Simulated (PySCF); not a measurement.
## Electronic structure of C8H23N3Si (SiEt(NHEt)3) in real space

```yaml
atoms:
  - { symbol: Si, position_ang: [0.2708, 0.1153, 0.5027] }
  - { symbol: C, position_ang: [0.3029, 0.0354, 2.3835] }
  - { symbol: C, position_ang: [-1.0736, -0.1744, 3.0076] }
  - { symbol: H, position_ang: [0.7673, 0.9603, 2.7731] }
  - { symbol: H, position_ang: [0.9863, -0.7823, 2.6725] }
  - { symbol: H, position_ang: [-1.0335, -0.2236, 4.1074] }
  - { symbol: H, position_ang: [-1.7655, 0.6379, 2.7335] }
  - { symbol: H, position_ang: [-1.5288, -1.1123, 2.6506] }
  - { symbol: N, position_ang: [1.9332, 0.0533, 0.0056] }
  - { symbol: C, position_ang: [2.3785, 0.2141, -1.3608] }
  - { symbol: C, position_ang: [2.6611, 1.6557, -1.7633] }
  - { symbol: H, position_ang: [2.6326, 0.3160, 0.6921] }
  - { symbol: H, position_ang: [3.2805, -0.4009, -1.5425] }
  - { symbol: H, position_ang: [1.5988, -0.2050, -2.0195] }
  - { symbol: H, position_ang: [1.7607, 2.2763, -1.6363] }
  - { symbol: H, position_ang: [2.9874, 1.7261, -2.8135] }
  - { symbol: H, position_ang: [3.4566, 2.0908, -1.1363] }
  - { symbol: N, position_ang: [-0.7015, 1.4962, 0.1029] }
  - { symbol: C, position_ang: [-1.2571, 1.8307, -1.1868] }
  - { symbol: C, position_ang: [-2.7553, 2.0902, -1.1430] }
  - { symbol: H, position_ang: [-0.7494, 2.2512, 0.7788] }
  - { symbol: H, position_ang: [-0.7522, 2.7099, -1.6365] }
  - { symbol: H, position_ang: [-1.0530, 0.9889, -1.8687] }
  - { symbol: H, position_ang: [-3.2953, 1.2014, -0.7806] }
  - { symbol: H, position_ang: [-3.1483, 2.3536, -2.1383] }
  - { symbol: H, position_ang: [-2.9922, 2.9217, -0.4591] }
  - { symbol: N, position_ang: [-0.5018, -1.1777, -0.3530] }
  - { symbol: C, position_ang: [0.0442, -2.4955, -0.5767] }
  - { symbol: C, position_ang: [-0.4144, -3.5395, 0.4324] }
  - { symbol: H, position_ang: [-1.5124, -1.1317, -0.4295] }
  - { symbol: H, position_ang: [-0.2004, -2.8441, -1.5984] }
  - { symbol: H, position_ang: [1.1423, -2.4082, -0.5410] }
  - { symbol: H, position_ang: [-0.1040, -3.2618, 1.4522] }
  - { symbol: H, position_ang: [0.0036, -4.5331, 0.2042] }
  - { symbol: H, position_ang: [-1.5131, -3.6318, 0.4341] }
```

Geometry: PBE0-D3(BJ)/def2-SVP.

Computed with PySCF, PBE0/pcSseg-1, SCF density, gas phase, non-relativistic.

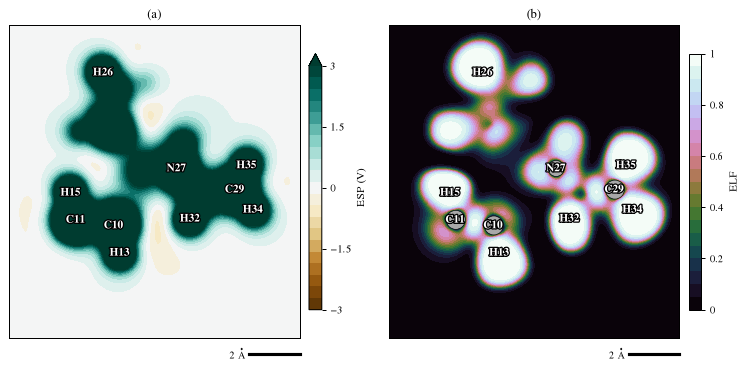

Figure 1. (a) electrostatic potential; (b) electron localisation function on the plane of atoms C10, C11 and H15. Grey discs cover the atomic cores in the ELF map.

**Read the bonding off the picture.**

The plane passes through C, H and N nuclei. C–C (1.52 Å): the ELF peaks at about 0.95 between the atoms; a covalent bond. C–H (1.10 Å): the ELF climbs to about 1 towards the hydrogen, as it does in any bond to H (an ordinary covalent bond to hydrogen). Outside the dense part of the molecule the potential is most negative (−0.5 V) near H32.

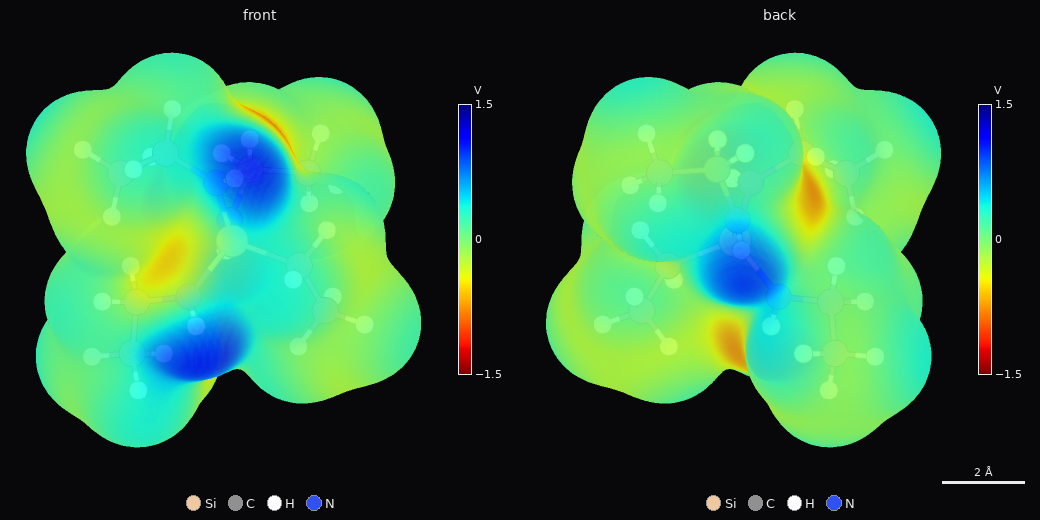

Figure 2. The electrostatic potential painted on the density surface at 0.001 e/bohr³, seen from the front and from behind; the colour scale runs from red (negative) to blue (positive).

**Where is the surface potential most negative and most positive?**

The most negative region (about −0.8 V) lies over N9, N27 and H32, the most positive (about +1.0 V) over H12 and H21.

**How polar is the molecule by this calculation?**

Its dipole moment is 0.53 D.
